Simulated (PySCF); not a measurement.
Molecule: SMILES C[CH2][Ge]([NH2])([NH2])[OH], singlet. Atoms near the plane z = 1.2 Å, at the GFN2-xTB optimised geometry (x, y, z in Å): C1 (-0.7, 1.3, 1.3), C2 (-0.9, 0.5, 0.0), Ge3 (-0.2, -1.3, 0.0), N4 (1.6, -1.3, 0.0), O6 (-0.9, -2.1, 1.5), H7 (0.4, 1.4, 1.5), H8 (-1.1, 0.7, 2.1), H9 (-1.1, 2.3, 1.3), H11 (-2.0, 0.5, -0.2), H12 (2.0, -0.9, 0.8), H13 (2.0, -2.3, -0.1), H16 (-1.0, -3.0, 1.4).

Calculation: PBE0/def2-TZVP (PySCF). Cells within 0.4 Å of a nucleus heavier than hydrogen are left out (blank, or x). The values are rescaled to run from 0 to 1.

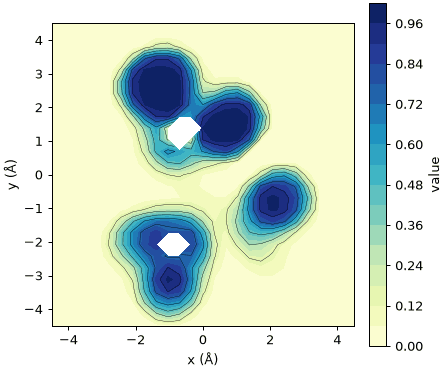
Figure. a field on the plane z = 1.2 Å.

Which quantity is mapped?
A. log10 of the electron density
B. electrostatic potential
C. an orbital amplitude
D. electron localisation function

D, electron localisation function
